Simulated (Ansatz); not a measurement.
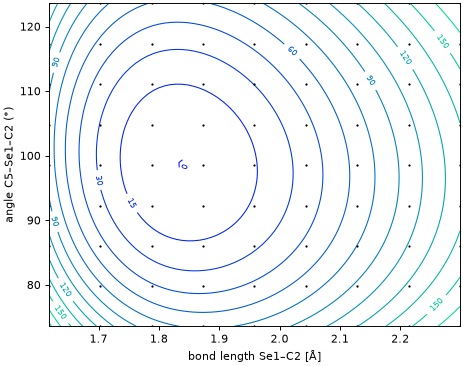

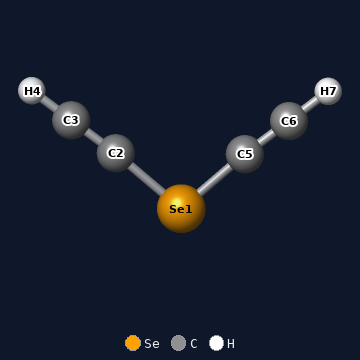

Energy landscape of Se(CCH)2 (C₄H₂Se). First axis: bond length Se1–C2. Second axis: angle C5–Se1–C2. Nothing is relaxed (all other coordinates rigid). Grid: 9 × 9 points. Points are written as (first, second). Energies are in kJ/mol, from the relaxed molecule at the same level. Level of theory: Ansatz 0.2.0, RKS wB97X-V/def2-SVP.

In the figure: contour lines labelled in kJ/mol, dots at the grid points. Between grid points the surface is interpolated. The second picture is the structure at the lowest point.

Where are the wells?

The lowest grid point is at (1.873 Å, 98.6°), 1.3 kJ/mol from the relaxed molecule at the same level. No other kind of well shows on this grid. The highest grid point, (1.618 Å, 73.6°), lies 183 kJ/mol above the lowest. Round the minimum the two coordinates are weakly coupled (coupling 0.09 in units of the two stiffnesses).

Grid values (kJ/mol):

| angle C5–Se1–C2 ↓, bond length Se1–C2 → | 1.618 | 1.703 | 1.788 | 1.873 | 1.958 | 2.044 | 2.129 | 2.214 | 2.299 |
| --- | --- | --- | --- | --- | --- | --- | --- | --- | --- |
| 123.6 | 132 | 80 | 59 | 59 | 72 | 93 | 120 | 149 | 180 |
| 117.3 | 108 | 56 | 35 | 35 | 48 | 70 | 98 | 128 | 160 |
| 111.1 | 93 | 39 | 18 | 17 | 30 | 53 | 81 | 112 | 145 |
| 104.8 | 84 | 29 | 7 | 5 | 19 | 41 | 70 | 101 | 135 |
| 98.6 | 84 | 27 | 3 | 1 | 14 | 36 | 65 | 96 | 130 |
| 92.3 | 92 | 34 | 8 | 5 | 17 | 39 | 66 | 98 | 131 |
| 86.1 | 111 | 50 | 22 | 17 | 28 | 48 | 75 | 106 | 139 |
| 79.8 | 142 | 78 | 47 | 40 | 48 | 67 | 93 | 122 | 154 |
| 73.6 | 184 | 116 | 83 | 73 | 79 | 96 | 120 | 148 | 178 |

Each point was launched as `ansatz run input.yaml --threads 1 --pin off --max-ram 2560MiB --backend cpu --events-out ev --progress --plain --runs-dir out`. The whole map (81 points run) took 12 min on 1 thread of Intel(R) Xeon(R) Platinum 8488C (Sapphire Rapids) (shared host).
